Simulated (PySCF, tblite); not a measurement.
# C6H11NSi: a rotation path, then NMR shifts on frames, part 2 of 2

tblite 0.8.0 and PySCF 2.14.0. Atoms count from 0. Earlier steps stand in the parts before.

### Step 5. Nuclear shieldings: image 4, PBE0/pcSseg-1

The job: settings as JSON, then the geometry in Å.

```
{"job": {"kind": "nmr", "xc": "PBE0", "basis": "pcSseg-1", "pop": false}, "charge": 0, "multiplicity": 1}
C     -2.658100     0.978100     0.668500
N     -1.612300     0.299400    -0.039100
C     -1.747400    -0.497100    -1.130000
C     -0.512700    -0.979700    -1.473300
C      0.419400    -0.457300    -0.546700
C      1.893900    -0.699400    -0.535000
Si     2.792900     0.113400     0.927900
C     -0.301100     0.320200     0.321000
H     -3.513400     1.134600     0.012500
H     -2.296100     1.947100     1.015900
H     -2.984700     0.399900     1.538900
H     -2.704300    -0.659100    -1.586500
H     -0.293800    -1.634900    -2.293800
H      2.074200    -1.778500    -0.522000
H      2.318800    -0.339900    -1.477700
H      2.582300     1.564100     0.905800
H      2.279100    -0.432400     2.187300
H      4.230100    -0.156300     0.848200
H      0.023500     0.887100     1.170700
```

With the program's defaults for keys left out, this is: GIAO PBE0/pcSseg-1 NMR shielding, non-relativistic, gas phase.

The program printed:

```text
coarse grid: 16024 points
cycle   1  E = -578.8655948816  dE =  1.229e+00  |g| = 4.553e-01  |ddm| = 4.028e+00
cycle   2  E = -578.8166604851  dE =  4.893e-02  |g| = 6.383e-01  |ddm| = 1.185e+00
cycle   3  E = -578.9185817281  dE = -1.019e-01  |g| = 1.294e-01  |ddm| = 7.522e-01
cycle   4  E = -578.9224391615  dE = -3.857e-03  |g| = 3.298e-02  |ddm| = 1.421e-01
cycle   5  E = -578.9226945814  dE = -2.554e-04  |g| = 7.094e-03  |ddm| = 3.814e-02
cycle   6  E = -578.9227044279  dE = -9.846e-06  |g| = 2.642e-03  |ddm| = 7.856e-03
final grid: 149264 points
cycle   7  E = -578.9678221314  dE = -3.306e-05  |g| = 8.897e-03  |ddm| = 3.769e-02
cycle   8  E = -578.9678117203  dE =  1.041e-05  |g| = 1.114e-02  |ddm| = 2.096e-02
cycle   9  E = -578.9678424653  dE = -3.075e-05  |g| = 1.135e-03  |ddm| = 1.163e-02
cycle  10  E = -578.9678427602  dE = -2.948e-07  |g| = 2.253e-04  |ddm| = 1.116e-03
cycle  11  E = -578.9678427703  dE = -1.016e-08  |g| = 9.819e-05  |ddm| = 2.857e-04
cycle  12  E = -578.9678427725  dE = -2.210e-09  |g| = 2.328e-05  |ddm| = 1.069e-04
cycle  13  E = -578.9678427727  dE = -1.287e-10  |g| = 5.451e-06  |ddm| = 2.983e-05
converged SCF energy = -578.9678427727

GIAO shielding tensors (ppm)
atom      isotropic    diamagn.    paramagn.     s11        s22        s33       span
  0 C      150.240     242.101     -91.861    128.719    132.950    189.050     60.331
  1 N       98.714     335.638    -236.924      1.184    113.674    181.286    180.102
  2 C       62.210     254.081    -191.871    -10.486     69.770    127.344    137.830
  3 C       70.723     251.942    -181.220     -4.343     66.399    150.111    154.454
  4 C       60.586     262.363    -201.777    -10.265     39.016    153.007    163.273
  5 C      179.311     248.290     -68.979    164.668    177.287    195.979     31.311
  6 Si     424.365     879.208    -454.843    400.241    404.684    468.168     67.927
  7 C       65.222     257.887    -192.665     -4.377     74.462    125.581    129.958
  8 H       28.210      27.571       0.639     23.223     27.114     34.292     11.069
  9 H       28.010      28.865      -0.855     22.841     27.180     34.009     11.168
 10 H       27.915      27.949      -0.034     23.788     25.018     34.938     11.149
 11 H       25.247      31.817      -6.570     22.029     26.393     27.319      5.289
 12 H       25.506      33.478      -7.971     22.795     26.277     27.447      4.652
 13 H       29.480      29.607      -0.127     23.615     28.723     36.103     12.488
 14 H       29.474      29.543      -0.068     23.720     28.504     36.199     12.479
 15 H       27.591      29.624      -2.033     24.105     26.459     32.209      8.103
 16 H       27.638      29.524      -1.885     24.384     26.172     32.360      7.976
 17 H       27.758      28.055      -0.297     24.138     25.522     33.613      9.476
 18 H       25.360      36.908     -11.548     20.947     25.077     30.058      9.111
```

Run time: 22 s. Hardware: 1 thread of Intel Xeon 6975P-C, shared host; peak memory 0.91 GiB.

This run: δ C4 126.3, C2 124.7, C7 121.7, C3 116.2, H11 6.47, H18 6.36 ppm.

### Step 6. NMR shieldings: image 6, PBE0/pcSseg-1

The job: settings as JSON, then the geometry in Å.

```
{"job": {"kind": "nmr", "xc": "PBE0", "basis": "pcSseg-1", "pop": false}, "charge": 0, "multiplicity": 1}
C     -2.692200     1.107800     0.522000
N     -1.619200     0.370700    -0.078700
C     -1.736500    -0.751300    -0.832900
C     -0.481100    -1.185900    -1.166500
C      0.445400    -0.292200    -0.586500
C      1.932900    -0.358000    -0.683500
Si     2.777000    -0.252800     1.019300
C     -0.297000     0.649900     0.080100
H     -3.614200     0.940900    -0.033900
H     -2.460400     2.173700     0.512300
H     -2.849600     0.797900     1.560400
H     -2.697900    -1.155000    -1.083800
H     -0.245200    -2.044700    -1.764300
H      2.210700    -1.288400    -1.182000
H      2.295300     0.455100    -1.318900
H      2.432600     1.012100     1.674200
H      2.335400    -1.368700     1.856600
H      4.232000    -0.303400     0.851000
H      0.022000     1.501400     0.647700
```

With the program's defaults for keys left out, this is: GIAO PBE0/pcSseg-1 NMR shielding, non-relativistic, gas phase.

The program printed:

```text
coarse grid: 16024 points
cycle   1  E = -578.8670667707  dE =  1.222e+00  |g| = 4.548e-01  |ddm| = 4.016e+00
cycle   2  E = -578.8196441854  dE =  4.742e-02  |g| = 6.343e-01  |ddm| = 1.189e+00
cycle   3  E = -578.9200954716  dE = -1.005e-01  |g| = 1.270e-01  |ddm| = 7.516e-01
cycle   4  E = -578.9237834286  dE = -3.688e-03  |g| = 3.331e-02  |ddm| = 1.419e-01
cycle   5  E = -578.9240444792  dE = -2.611e-04  |g| = 7.171e-03  |ddm| = 3.906e-02
cycle   6  E = -578.9240545479  dE = -1.007e-05  |g| = 2.641e-03  |ddm| = 8.184e-03
cycle   7  E = -578.9240559706  dE = -1.423e-06  |g| = 4.492e-04  |ddm| = 2.090e-03
final grid: 149264 points
cycle   8  E = -578.9692860261  dE = -3.725e-05  |g| = 7.524e-03  |ddm| = 3.507e-02
cycle   9  E = -578.9692835170  dE =  2.509e-06  |g| = 8.204e-03  |ddm| = 1.707e-02
cycle  10  E = -578.9693011919  dE = -1.767e-05  |g| = 8.224e-04  |ddm| = 9.066e-03
cycle  11  E = -578.9693013187  dE = -1.268e-07  |g| = 2.426e-04  |ddm| = 6.560e-04
cycle  12  E = -578.9693013285  dE = -9.763e-09  |g| = 8.474e-05  |ddm| = 2.107e-04
cycle  13  E = -578.9693013301  dE = -1.564e-09  |g| = 3.312e-05  |ddm| = 1.114e-04
cycle  14  E = -578.9693013303  dE = -2.663e-10  |g| = 5.657e-06  |ddm| = 3.605e-05
converged SCF energy = -578.9693013303

GIAO shielding tensors (ppm)
atom      isotropic    diamagn.    paramagn.     s11        s22        s33       span
  0 C      150.059     241.845     -91.786    128.483    132.736    188.958     60.474
  1 N       94.854     335.603    -240.749     -7.796    111.439    180.919    188.715
  2 C       63.151     254.580    -191.429     -7.204     69.234    127.424    134.628
  3 C       71.735     252.014    -180.279     -2.674     71.309    146.571    149.245
  4 C       60.265     263.068    -202.804    -10.394     37.821    153.366    163.759
  5 C      177.866     247.791     -69.925    164.096    171.122    198.379     34.283
  6 Si     421.318     878.982    -457.664    394.234    402.789    466.932     72.698
  7 C       64.797     256.939    -192.142     -6.901     73.393    127.899    134.800
  8 H       28.170      27.375       0.796     23.211     27.086     34.213     11.001
  9 H       28.031      28.405      -0.373     22.986     27.027     34.081     11.096
 10 H       27.902      28.218      -0.317     23.732     25.133     34.839     11.107
 11 H       25.357      32.140      -6.784     22.201     26.495     27.373      5.172
 12 H       25.619      33.573      -7.954     23.093     26.353     27.412      4.319
 13 H       29.744      30.214      -0.470     24.063     29.482     35.687     11.624
 14 H       29.331      29.431      -0.100     24.730     27.214     36.051     11.321
 15 H       27.791      29.751      -1.960     23.784     27.323     32.267      8.484
 16 H       28.001      29.063      -1.062     24.895     26.441     32.666      7.771
 17 H       27.658      28.133      -0.475     24.070     25.161     33.743      9.673
 18 H       25.229      36.567     -11.338     21.345     24.905     29.436      8.091
```

Run time: 21 s. Hardware: 1 thread of Intel Xeon 6975P-C, shared host; peak memory 0.91 GiB.

Key values: δ C4 126.7, C2 123.8, C7 122.1, C3 115.2, H18 6.49, H11 6.36 ppm.

### Step 7. Shielding tensors: image 8, PBE0/pcSseg-1

The job: settings as JSON, then the geometry in Å.

```
{"job": {"kind": "nmr", "xc": "PBE0", "basis": "pcSseg-1", "pop": false}, "charge": 0, "multiplicity": 1}
C     -2.809900     1.188800     0.298700
N     -1.650600     0.436000    -0.083000
C     -1.638700    -0.880500    -0.415000
C     -0.350400    -1.250700    -0.690400
C      0.463100    -0.108700    -0.521100
C      1.941500    -0.043400    -0.682500
Si     2.825900    -0.634000     0.900000
C     -0.374800     0.908300    -0.139400
H     -3.636900     0.984100    -0.383900
H     -2.579700     2.252800     0.264400
H     -3.128700     0.933600     1.314200
H     -2.544500    -1.455100    -0.434600
H     -0.017500    -2.225700    -0.988900
H      2.242900    -0.667200    -1.525700
H      2.239000     0.980800    -0.913000
H      2.414900     0.209300     2.024100
H      2.471700    -2.026400     1.176800
H      4.275100    -0.526800     0.707700
H     -0.152200     1.934000     0.084100
```

With the program's defaults for keys left out, this is: GIAO PBE0/pcSseg-1 NMR shielding, non-relativistic, gas phase.

The program printed:

```text
coarse grid: 16024 points
cycle   1  E = -578.8683802334  dE =  1.220e+00  |g| = 4.554e-01  |ddm| = 4.002e+00
cycle   2  E = -578.8216170839  dE =  4.676e-02  |g| = 6.330e-01  |ddm| = 1.186e+00
cycle   3  E = -578.9215733720  dE = -9.996e-02  |g| = 1.272e-01  |ddm| = 7.455e-01
cycle   4  E = -578.9252620065  dE = -3.689e-03  |g| = 3.350e-02  |ddm| = 1.423e-01
cycle   5  E = -578.9255268574  dE = -2.649e-04  |g| = 7.335e-03  |ddm| = 3.989e-02
cycle   6  E = -578.9255373969  dE = -1.054e-05  |g| = 2.672e-03  |ddm| = 8.450e-03
cycle   7  E = -578.9255388657  dE = -1.469e-06  |g| = 4.828e-04  |ddm| = 2.196e-03
final grid: 149264 points
cycle   8  E = -578.9700350982  dE = -3.824e-05  |g| = 7.278e-03  |ddm| = 3.695e-02
cycle   9  E = -578.9700325944  dE =  2.504e-06  |g| = 7.971e-03  |ddm| = 1.644e-02
cycle  10  E = -578.9700492574  dE = -1.666e-05  |g| = 8.141e-04  |ddm| = 8.785e-03
cycle  11  E = -578.9700493850  dE = -1.276e-07  |g| = 2.377e-04  |ddm| = 6.971e-04
cycle  12  E = -578.9700493944  dE = -9.403e-09  |g| = 8.414e-05  |ddm| = 2.073e-04
cycle  13  E = -578.9700493959  dE = -1.550e-09  |g| = 3.283e-05  |ddm| = 1.111e-04
cycle  14  E = -578.9700493962  dE = -2.619e-10  |g| = 5.940e-06  |ddm| = 3.573e-05
converged SCF energy = -578.9700493962

GIAO shielding tensors (ppm)
atom      isotropic    diamagn.    paramagn.     s11        s22        s33       span
  0 C      150.227     241.184     -90.956    128.993    132.533    189.156     60.163
  1 N       97.027     336.159    -239.132     -2.887    113.260    180.707    183.593
  2 C       62.851     254.933    -192.082     -7.571     65.966    130.158    137.730
  3 C       71.376     252.841    -181.465     -5.919     67.282    152.764    158.682
  4 C       61.374     263.405    -202.032     -7.277     37.258    154.139    161.416
  5 C      175.968     247.649     -71.681    164.343    167.252    196.308     31.966
  6 Si     414.377     878.956    -464.579    373.302    401.612    468.216     94.914
  7 C       65.347     256.006    -190.659     -3.035     81.723    117.353    120.388
  8 H       27.969      26.894       1.075     23.039     26.382     34.488     11.450
  9 H       28.246      28.403      -0.157     23.239     27.594     33.905     10.665
 10 H       27.893      27.819       0.075     23.662     25.155     34.863     11.201
 11 H       25.219      32.584      -7.365     21.979     26.499     27.181      5.202
 12 H       25.478      34.230      -8.751     23.015     25.749     27.672      4.657
 13 H       29.539      29.711      -0.172     24.599     28.319     35.698     11.099
 14 H       29.572      30.328      -0.756     24.284     28.971     35.460     11.176
 15 H       28.079      29.213      -1.133     24.481     27.272     32.486      8.005
 16 H       27.862      29.152      -1.290     24.181     27.058     32.347      8.166
 17 H       27.620      28.179      -0.559     24.496     24.673     33.691      9.195
 18 H       25.471      35.914     -10.444     22.198     25.721     28.493      6.295
```

Run time: 21 s. Hardware: 1 thread of Intel Xeon 6975P-C, shared host; peak memory 0.91 GiB.

This run: δ C4 125.6, C2 124.1, C7 121.6, C3 115.5, H11 6.50, H18 6.25 ppm.

### Step 8. Comparing the runs: NMR shifts

Shifts (ppm) of some atoms, chosen among heavy atoms and hydrogens apart, with basis size and wall time:

| frame | C4 | C3 | C5 | H15 | H16 | N1 | Si6 | functions | time |
| --- | --- | --- | --- | --- | --- | --- | --- | --- | --- |
| image 0 | 127.4 | 113.8 | 11.1 | 3.82 | 3.66 | 171.0 | -65.2 | 198 | 23 s |
| image 2 | 127.0 | 115.2 | 8.7 | 3.69 | 3.98 | 172.5 | -73.4 | 198 | 22 s |
| image 4 | 126.3 | 116.2 | 7.6 | 4.13 | 4.08 | 169.0 | -75.2 | 198 | 22 s |
| image 6 | 126.7 | 115.2 | 9.1 | 3.93 | 3.72 | 172.9 | -72.2 | 198 | 21 s |
| image 8 | 125.6 | 115.5 | 11.0 | 3.64 | 3.85 | 170.7 | -65.2 | 198 | 21 s |

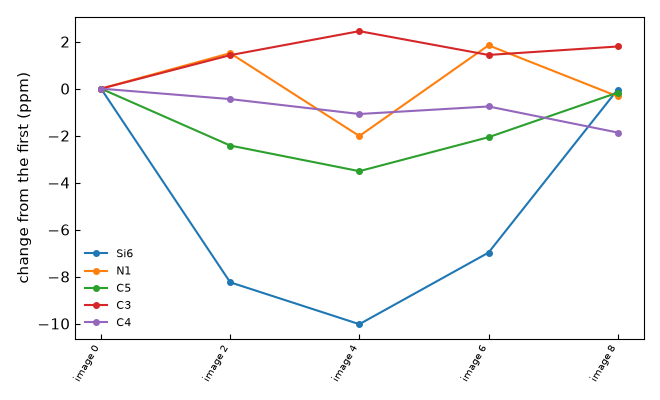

How five of the tabulated atoms move from run to run.

### Step 9. Results

The summary covers parts 1 to 2.

| quantity | value |
| --- | --- |
| barrier | 0.069 eV (1.6 kcal/mol) at image 4 |
| end to end (GFN2-xTB) | 0.001 eV |
| ¹³C shifts against TMS (PBE0/pcSseg-1, image 0) | 127.4, 124.9, 120.7, 113.8, 36.8, 11.1 ppm |
| ¹H shifts against TMS (PBE0/pcSseg-1, image 0) | 6.40, 6.35, 6.11, 4.10, 3.82, 3.80, 3.69, 3.66, 3.54, 2.19, 2.18 ppm |
| ¹⁵N shifts against NH3 (PBE0/pcSseg-1, image 0) | 171.0 ppm |
| ²⁹Si shifts against TMS (PBE0/pcSseg-1, image 0) | -65.2 ppm |
| range of the shift of Si6 | -75.2 to -65.2 ppm |

In words: Along the band the dihedral turns by 192°, and the top (dihedral 183°) lies 1.6 kcal/mol above the start (GFN2-xTB, rough), so at room temperature this motion is fast. The top was not checked by a frequency run. Shifts at one fixed geometry are not the observed spectrum, which averages over the motion. In the first frame run (image 0): Shielding is most anisotropic at N1 (span 184 ppm, paramagnetic term -239 ppm). NICS(1)zz of -27 ppm above the planar ring from N1 marks a diatropic (aromatic) ring current. Across the 5 runs the shift of Si6 moves most, between -75.2 (image 4) and -65.2 ppm (image 0).
